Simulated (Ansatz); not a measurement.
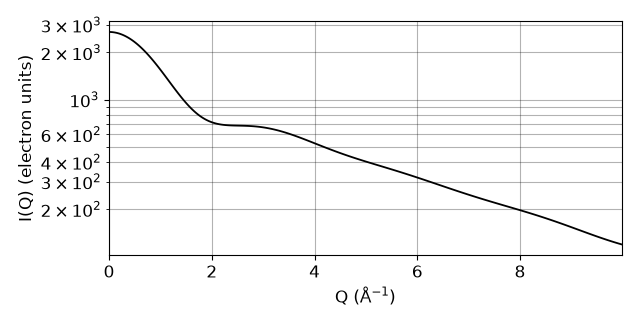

Elastic X-ray scattering of a randomly oriented, rigid molecule, calculated with the Debye equation from neutral-atom form factors (independent atoms, no Compton part, no vibration). The geometry is the end point of an optimisation (RKS PBE0-D4/def2-SVP (Ansatz 0.2.0)); it may be a saddle point or a higher isomer. It contains N, As, O, H.

How many electrons does the independent-atom model of the molecule hold?

Answer. I(0) is the square of the electron number: I(0) = 2700, so about 52 electrons, the count of AsH4NO.

What radius of gyration does the initial fall-off give?

Answer. From I(Q) ≈ I(0) exp(−Q²R²/3) at small Q, R ≈ 1.35 Å. It is larger than the electron-weighted radius of the nuclear positions alone (1.20 Å), because each atom's electron cloud adds to it.
